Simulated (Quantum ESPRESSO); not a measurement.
# SiC (Moissanite 3C): from Born charge to LO-TO splitting

Wanted: the LO mode of SiC (Moissanite 3C) from the TO mode and the field response.

Calculated with Quantum ESPRESSO 7.5; DFT LDA, scalar-relativistic, plane waves, PseudoDojo norm-conserving pseudopotentials.

## 1. The relaxed structure

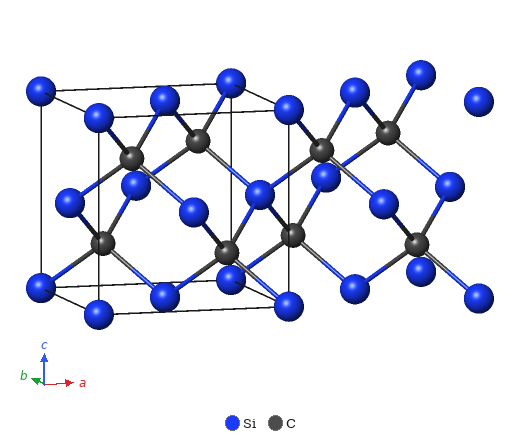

The cell as given, slightly off an axis (silicon blue, carbon dark grey). 2×1×1 cells are drawn. This picture shows the conventional cell, with its axes. Bonds to atoms that aren't drawn are left out. Some periodic images of atoms are drawn too.

This is the cell after its relaxation at this level of theory, not the database cell from which that began.

## 2. What the response run gave

A linear-response run on the relaxed cell, with the response to an electric field; only its zone-centre results are used. Cutoff 90 Ry, k mesh 12×12×12.

Log:

```text
[banners, grids, parts of the stress and lines that vanish by symmetry left out]
Program PHONON v.7.5
     Reading xml data from directory:

[...]
Exchange-correlation= PW
                           (   1   4   0   0   0   0   0)
[...]
kinetic-energy cut-off    =      90.0000  Ry
     charge density cut-off    =     360.0000  Ry
     convergence threshold     =      1.0E-18
[...]
Exchange-correlation= PW
                           (   1   4   0   0   0   0   0)
[...]
q = (   0.0000000   0.0000000   0.0000000 )
     25 Sym.Ops. (with q -> -q+G )
     G cutoff =  304.6420  (  15665 G-vectors)     FFT grid: ( 36, 36, 36)
     number of k points=    72
[...]
Mode symmetry, T_d (-43m)  point group:
[...]
Dielectric constant
[...]
End of electric fields calculation
          Dielectric constant in cartesian axis
          (       6.878850855      -0.000000000      -0.000000000 )
          (       0.000000000       6.878850855       0.000000000 )
          (      -0.000000000      -0.000000000       6.878850855 )
          Effective charges (d Force / dE) in cartesian axis without acoustic sum rule applied (asr)
           atom    1  Si    Mean Z*:        2.72195
      Ex  (        2.72195        0.00000        0.00000 )
      Ey  (        0.00000        2.72195       -0.00000 )
      Ez  (        0.00000       -0.00000        2.72195 )
           atom    2  C     Mean Z*:       -2.72347
      Ex  (       -2.72347        0.00000       -0.00000 )
      Ey  (        0.00000       -2.72347       -0.00000 )
      Ez  (       -0.00000       -0.00000       -2.72347 )
          Effective charges Sum: Mean:       -0.00151
[...]
Effective charges (d Force / dE) in cartesian axis with asr applied:
           atom    1  Si    Mean Z*:        2.72271
[...]
atom    2  C     Mean Z*:       -2.72271
[...]
Representation #   1 modes #   1   2   3
[...]
End of self-consistent calculation
     Convergence has been achieved
     Representation #   2 modes #   4   5   6
[...]
End of self-consistent calculation
     Convergence has been achieved
[...]
Dielectric constant in cartesian axis
          (       6.878850855      -0.000000000      -0.000000000 )
          (       0.000000000       6.878850855       0.000000000 )
          (      -0.000000000      -0.000000000       6.878850855 )
          Effective charges (d Force / dE) in cartesian axis without acoustic sum rule applied (asr)
           atom    1  Si    Mean Z*:        2.72195
      Ex  (        2.72195        0.00000        0.00000 )
      Ey  (        0.00000        2.72195       -0.00000 )
      Ez  (        0.00000       -0.00000        2.72195 )
           atom    2  C     Mean Z*:       -2.72347
      Ex  (       -2.72347        0.00000       -0.00000 )
      Ey  (        0.00000       -2.72347       -0.00000 )
      Ez  (       -0.00000       -0.00000       -2.72347 )
          Effective charges Sum: Mean:       -0.00151
[...]
Effective charges (d Force / dE) in cartesian axis with asr applied:
           atom    1  Si    Mean Z*:        2.72271
[...]
atom    2  C     Mean Z*:       -2.72271
[...]
q = (    0.000000000   0.000000000   0.000000000 )
[...]
freq (    1) =      -0.028412 [THz] =      -0.947737 [cm-1]
     freq (    2) =      -0.028412 [THz] =      -0.947737 [cm-1]
     freq (    3) =      -0.028412 [THz] =      -0.947737 [cm-1]
     freq (    4) =      23.926420 [THz] =     798.099477 [cm-1]
     freq (    5) =      23.926420 [THz] =     798.099477 [cm-1]
     freq (    6) =      23.926420 [THz] =     798.099477 [cm-1]
[...]
Mode symmetry, T_d (-43m)  point group:
     freq (   1-   3) =         -0.9  [cm-1]   --> T_2  G_15 P_4   I+R
     freq (   4-   6) =        798.1  [cm-1]   --> T_2  G_15 P_4   I+R

   JOB DONE.
```

```
                       quantity   value
             cell volume Ω (Å³)  20.233
                 mass of Si (u)  28.085
                  mass of C (u)  12.011
     Born charge of Si, raw (e)   2.722
      Born charge of C, raw (e)  -2.724
                             ε∞   6.879
ω(TO) after the sum rule (cm⁻¹)   798.1
```

## 3. The calculation

The charges must sum to zero over the cell; taking off their mean, -0.001 e, leaves Z* = 2.723 e on Si. In the polar mode Si moves against C, so the reduced mass is μ = 28.09 × 12.01 / 40.10 = 8.413 u.

A longitudinal wave builds up a field that adds to the restoring force: ω(LO)² = ω(TO)² + 4π Z*² / (μ Ω ε∞), in Hartree atomic units. With μ = 15336 electron masses and Ω = 136.54 bohr³ the second term is 6.4675e-06 Ha², or 311535 cm⁻² (1 Ha = 219474.6 cm⁻¹).

So ω(LO) = √(636964 + 311535) = 973.9 cm⁻¹, and by the Lyddane-Sachs-Teller relation ε₀ = ε∞ (ω(LO)/ω(TO))² = 10.24.

## 4. Check against the program

The analysis program adds the same non-analytic term to the full matrix, here for q along (1 0 0).

Log:

```text
[banner, memory and clock lines left out]
Program DYNMAT v.7.5

     Reading Dynamical Matrix from file g.dyn
     ...Force constants read
     ...epsilon and Z* read

     Polarizability (A^3 units)
     multiply by 0.337882 for Clausius-Mossotti correction
         9.465455    0.000000   -0.000000
        -0.000000    9.465455   -0.000000
        -0.000000    0.000000    9.465455

     IR activities are in (D/A)^2/amu units

# mode   [cm-1]    [THz]      IR
    1     -0.00   -0.0000    0.0000
    2      0.00    0.0000    0.0000
    3      0.00    0.0000    0.0000
    4    798.10   23.9265   20.3291
    5    798.10   23.9265   20.3291
    6    973.91   29.1970   20.3291
```

ε₀ comes from the program's run without a direction of q.

```
    quantity  by hand  program
ω(LO) (cm⁻¹)    973.9    973.9
          ε₀    10.24    10.24
```

## 5. Outcome

| Item | Value |
| --- | --- |
| TO mode | 798.1 cm⁻¹ |
| LO mode | 973.9 cm⁻¹ |
| static dielectric constant | 10.24 |

In words: The LO mode of SiC (Moissanite 3C) lies at 974 cm⁻¹, 176 cm⁻¹ above the TO mode; the formula meets the program within 0.1 cm⁻¹, as it must for a cubic crystal with one polar mode. ω(LO)² − ω(TO)² goes with Z*²/ε∞: an error of 5 % in ε∞ would move the LO mode by 7.6 cm⁻¹, and semilocal functionals tend to overestimate ε∞. These are harmonic values at zero temperature, at the volume of this functional, for the structure held cubic; stability elsewhere in the zone is no part of this calculation.

[Host names and launcher messages were left out of these logs when they were recorded.]

[Logs are printed without paths, hosts, clocks, repeated set-up lines and the standing remarks that a program may print on its own settings, such as how far it seeks lower states.]

[Hosts, paths, dates, database ids (printed as entryN), source tags and the programs' standing remarks are cut or masked in the printed files.]
